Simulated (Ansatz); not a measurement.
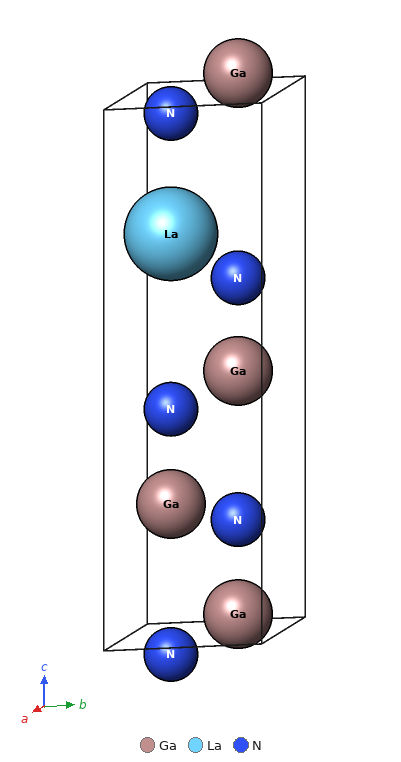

View slightly off an axis, drawn as a spheres-only model. Atoms at the boundary of the conventional unit cell (the box) are drawn once for each face, edge or corner they touch.

LaGa3N4, space group P3m1 (No. 156), a = 3.333 Å, b = 3.333 Å, c = 11.229 Å, α = 90.00°, β = 90.00°, γ = 120.00°. It goes back to a structure type filled with these elements by a generator (whether the compound takes this form wasn't checked). Earlier steps of the study, as a rule a relaxation of our own, may have changed the cell and positions, so they can lie some per cent off the listed ones. It went into a calculation with Ansatz.

This one geometry was computed with Ansatz (DFT, plane waves, PAW) at five levels of theory: PBE, HSE06, PBE0, PBE with spin-orbit coupling and r2SCAN. It was relaxed beforehand with r2SCAN.

> Which level gives the highest pressure at this volume, and what does that say about its equilibrium volume?

Highest: PBE (4.1 GPa) and PBE with spin-orbit coupling (4.1 GPa), which points to the largest equilibrium volume. Lowest, with the smallest volume: HSE06 (-0.3 GPa), PBE0 (-0.4 GPa) and r2SCAN (0.0 GPa). Levels within 0.5 GPa of each other can't be told apart.

> How does the band gap change with the level of theory?

PBE: a gap of 0.82 eV, indirect; PBE with spin-orbit coupling: a gap of 0.83 eV, indirect; r2SCAN: a gap of 1.15 eV, indirect; HSE06: a gap of 1.81 eV, indirect; PBE0: a gap of 2.48 eV, indirect.

> Collect the results in a table.

| level | cutoff (eV) | k-mesh of the run's cell | gap (eV) | pressure (GPa) |
| --- | --- | --- | --- | --- |
| PBE | 420 | 12×12×2 | 0.82 | 4.1 |
| HSE06 | 420 | 6×6×2 | 1.81 | -0.3 |
| PBE0 | 420 | 6×6×2 | 2.48 | -0.4 |
| PBE with spin-orbit coupling | 420 | 12×12×2 | 0.83 | 4.1 |
| r2SCAN | 500 | 12×12×2 | 1.15 | 0.0 |

Gaps are taken on the k-mesh or band path of each run.
